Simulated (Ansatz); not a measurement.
# NO (charge +1): composite energy at a relaxed geometry, by script

A script is to give a composite energy at a relaxed geometry; the system is NO (charge +1).

Computed with Ansatz 0.2.0, driven from Python. The levels of theory stand in the script.

### Step 1. The system

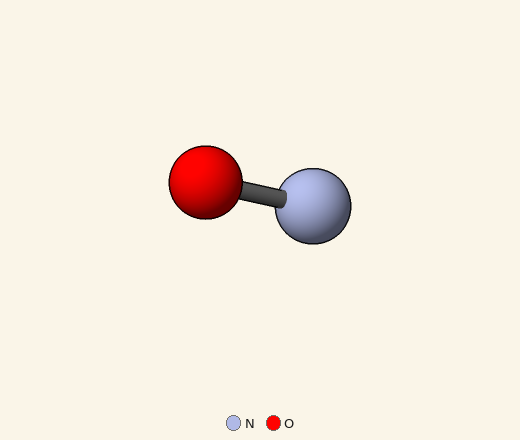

The starting structure, viewed from a chosen angle; nitrogen light blue, oxygen red.

No structure file is read: the coordinates are typed or built in the script.

### Step 2. Script

composite.py

```python
'''Relax NO(+) cheaply, then refine its energy.'''

import itertools

import ansatz as az
from ase.data import atomic_numbers, covalent_radii
import numpy as np

geometry_ang = [
    ('N', (0.0, 0.0, 0.0)),
    ('O', (0.0, 0.0, 1.355)),
]
no = az.Crystal.molecule()
for symbol, xyz in geometry_ang:
    no = no.atom(symbol, xyz)

job = no.calculation().basis(gaussian='def2-SVP').functional('B3LYP').charge(1)
symbols = [site.symbol for site in no.cartesian_sites]
start = np.array([site.position_ang for site in no.cartesian_sites], dtype=float)
summary = job.relax(force_tolerance=0.01).run(threads=1, backend='cpu').report
end = np.array(summary['positions_ang'])
# pairs closer than 1.2 times the sum of covalent radii, before or after
radius = [covalent_radii[atomic_numbers[s]] for s in symbols]
span = lambda where, i, j: np.linalg.norm(where[i] - where[j])
bonded = [(i, j) for i, j in itertools.combinations(range(len(symbols)), 2) if min(span(start, i, j), span(end, i, j)) < 1.2 * (radius[i] + radius[j])]
print('pair        before    after (A)')
for i, j in bonded:
    print(f'{symbols[i]}{i}-{symbols[j]}{j}'.ljust(10), f'{span(start, i, j):8.4f} {span(end, i, j):8.4f}')

minimum = az.Crystal.molecule()
for symbol, place in zip(symbols, end):
    minimum = minimum.atom(symbol, place.tolist())
at_minimum = minimum.calculation().charge(1)
# MP2 extrapolated to the basis limit, plus the small-basis difference CCSD(T) - MP2
level = lambda method, basis: at_minimum.basis(gaussian=basis).correlation(method).run(threads=1, backend='cpu').report
small, large, cluster = level('mp2', 'cc-pVDZ'), level('mp2', 'cc-pVTZ'), level('ccsd_t', 'cc-pVDZ')
corr = lambda each: (each['free_energy_ev'] - each['reference_energy_ev']) / 27.211386246
mp2_limit = (27 * corr(large) - 8 * corr(small)) / 19
pieces = {'HF / cc-pVTZ': large['reference_energy_ev'] / 27.211386246, 'MP2 correlation, DZ-TZ limit': mp2_limit, 'CCSD(T) - MP2 / cc-pVDZ': corr(cluster) - corr(small)}
for name, value in pieces.items():
    print(f'{name:32s} {value:14.6f} Ha')
print(f'{"sum":32s} {sum(pieces.values()):14.6f} Ha')
print('T1 diagnostic', round(cluster['correlation']['coupled_cluster']['t1_diagnostic'], 4))
```

### Step 3. Running it

Launch:

```bash
> python composite.py
```

The log of the run:

```text
pair        before    after (A)
N0-O1        1.3550   1.0640
HF / cc-pVTZ                        -128.964912 Ha
MP2 correlation, DZ-TZ limit          -0.434891 Ha
CCSD(T) - MP2 / cc-pVDZ               -0.010470 Ha
sum                                 -129.410273 Ha
T1 diagnostic 0.0173
```

It took 3 s on 1 thread of Arm Neoverse V1, shared host; peak memory 0.16 GiB.

### Step 4. Path of the relaxation of run 0

The steps of the relaxation:

```
step  E - E(step 1) (eV)  largest force component (eV/Å)
   1              0.0000                         17.5062
   2             -3.5916                          6.1495
   3             -3.3329                         13.7631
   4             -3.7207                          1.1301
   5             -3.7244                          0.0093
```

Step 1 is the start. Step 3 was tried and not accepted.

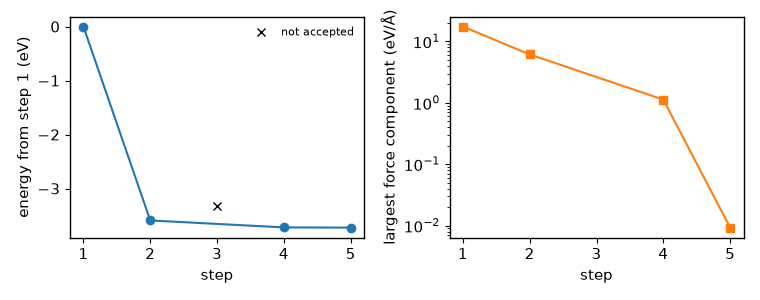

Energy and largest force along the relaxation.

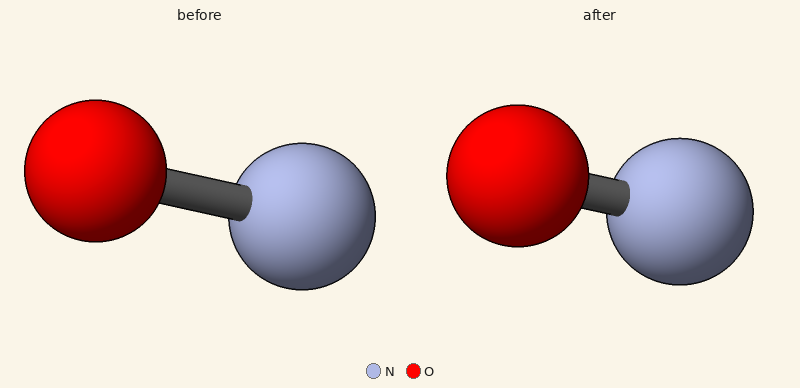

Before and after, at one scale.

Before: Bond lengths: N1–O2 1.355 Å.

After: Bond lengths: N1–O2 1.064 Å.

Run 0 is this relaxation; the runs after it count from 1.

### Step 5. The runs side by side

One row for each of the 3 runs:

| run | basis | method | energy (eV) | iterations in all | CPU time (s) |
| --- | --- | --- | --- | --- | --- |
| 1 | cc-pVDZ | mp2 | -3517.4613 | 12 | 0.08 |
| 2 | cc-pVTZ | mp2 | -3520.3631 | 12 | 0.19 |
| 3 | cc-pVDZ | ccsd_t | -3517.7462 | 17 | 0.19 |

### Step 6. Summary of results

| quantity | value |
| --- | --- |
| T1 diagnostic | 0.0173 |
| composite energy | -129.410273 Ha |
| runs compared | 3 |

All 3 runs converged, in 12 to 17 cycles. A T1 diagnostic under about 0.02 supports a single-reference treatment, as here. Run 0: The relaxation took 3 moves; the largest shift is 0.145 Å. Caveats:
- The sum leaves out core correlation, relativity, the Hartree-Fock basis error and zero-point energy; a DZ-TZ extrapolation is rough.
- b3lyp holds the VWN-RPA fit, as in Gaussian; the form of ORCA and Turbomole is b3lyp5.
- Inner cores stay frozen, so this is valence correlation.
- An extrapolation from small basis sets is rough.
